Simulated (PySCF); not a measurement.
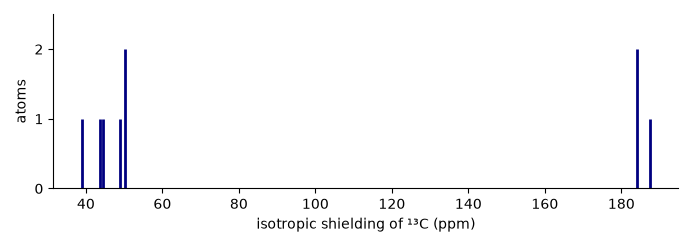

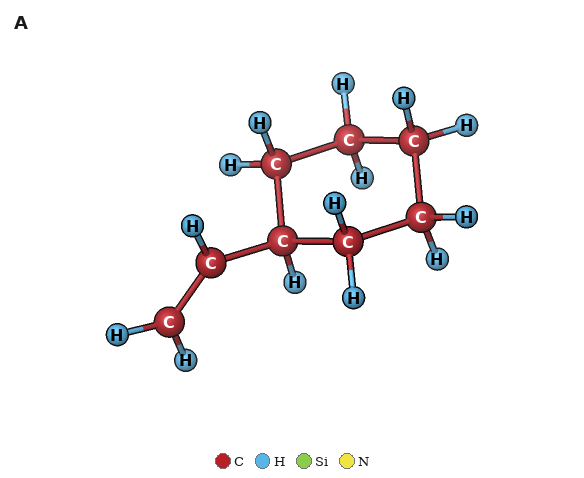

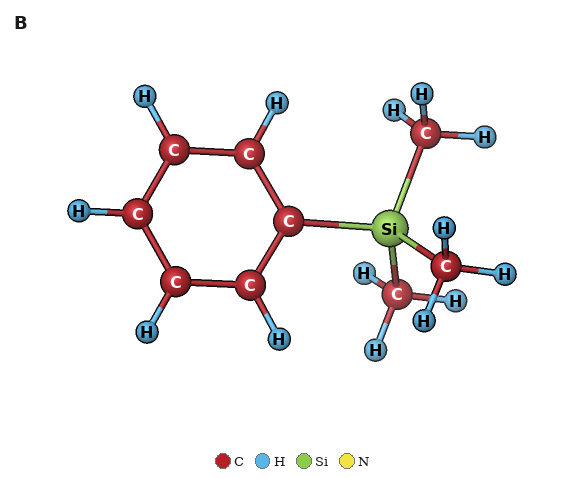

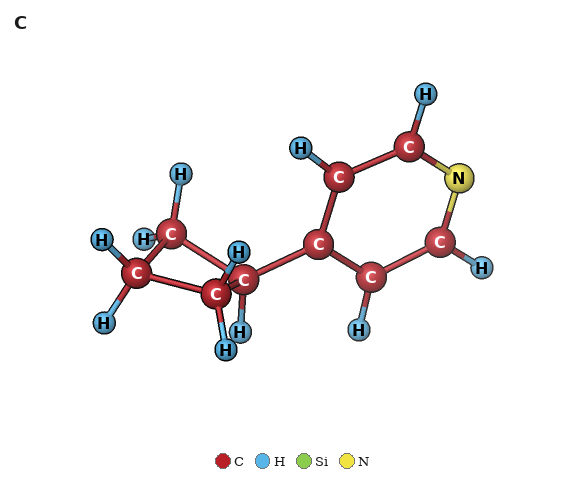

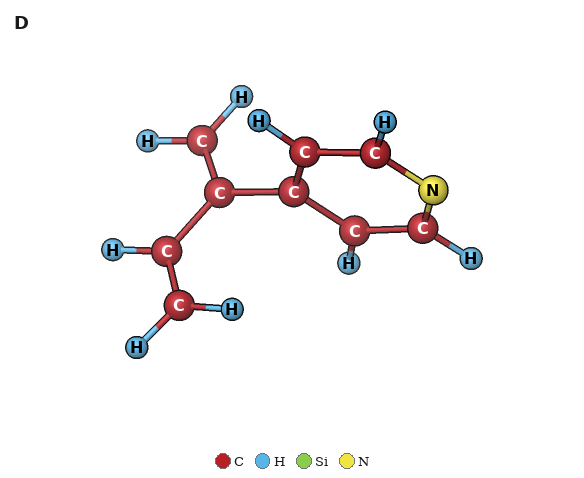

The sticks are computed shieldings of one of the molecules, for one fixed geometry (PBE0-D3(BJ)/def2-SVP) without averaging over rotations. Low shielding means a high chemical shift. Method: GIAO ωB97X-D/pcSseg-1 NMR shielding, non-relativistic, gas phase (PySCF 2.14.0).

Which molecule gives this pattern?

Answer. B, `C[Si](C)(C)c1ccccc1`. Its 9 C atoms give lines at 38.9, 43.6, 44.4, 48.9, 50.2 (2 atoms), 184.1 (2 atoms), 187.5 ppm.
